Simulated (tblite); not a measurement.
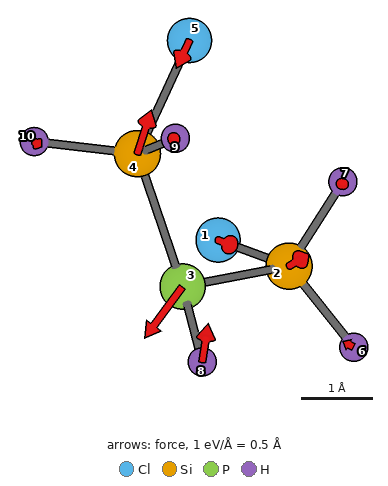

Starting geometry of Si₂PH₅Cl₂ with the computed forces as red arrows. A ball-and-stick model, seen from a free direction.

Theory: GFN2-xTB geometry optimisation, gas phase (tblite). 

Q: What follows when this structure is relaxed?

A: It isn't relaxed: the largest force vector, on P3, is 1.85 eV/Å. The final displacements have little in common with the starting forces (cosine between the two patterns 0.24). The energy falls by 67.2 kJ/mol in 116 geometry steps. The largest move after the best rigid fit is that of Cl5, 1.43 Å. By element the largest moves are Cl 1.43 Å, H 1.16 Å, P 0.48 Å, Si 0.20 Å. Some distances before and after: Si4–Cl5 2.104 → 2.007 Å, Cl1–Si2 2.093 → 2.007 Å, P3–Si4 2.180 → 2.240 Å, P3–H8 1.426 → 1.381 Å. Bond angles that change, for instance: Si4–P3–H8 116.4° → 94.9°, Si2–P3–H8 114.5° → 94.8°, P3–Si2–H7 105.3° → 114.4°.
